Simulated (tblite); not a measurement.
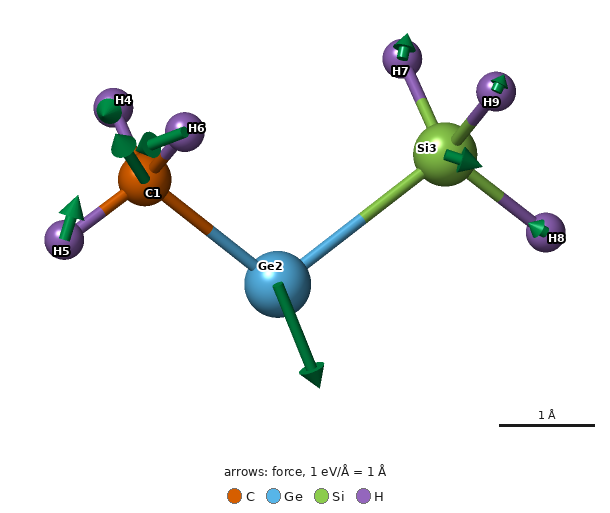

Starting geometry of CH6GeSi (multiplicity 3) with the computed forces as green arrows. Style: ball-and-stick. Shown at a tilt.

Level of theory: GFN2-xTB geometry optimisation, gas phase in tblite 0.8.0. 

Question: Is this structure relaxed? If not, where do the atoms go?

Answer: It isn't relaxed: the largest force vector, on Ge2, is 1.25 eV/Å. The final displacements follow the starting forces only in part (cosine between the two patterns 0.51). The largest moves after the best rigid fit, 0.11 Å, are those of H7 and H9. By element the largest moves are H 0.11 Å, Ge 0.08 Å, C 0.04 Å, Si 0.03 Å. Near-neighbour distances that change, for instance: C1–Ge2 1.961 → 2.032 Å, Ge2–Si3 2.309 → 2.360 Å, C1–H6 1.113 → 1.089 Å, Si3–H7 1.461 → 1.476 Å. Among the angles between lasting bonds that change: Ge2–Si3–H8 109.0° → 103.9°, H7–Si3–H9 109.6° → 105.0°, Ge2–Si3–H7 109.9° → 114.1°. The energy falls by 10.0 kJ/mol in 40 geometry steps. The run took 0.15 s on 1 thread of Arm Neoverse V1 (shared host).
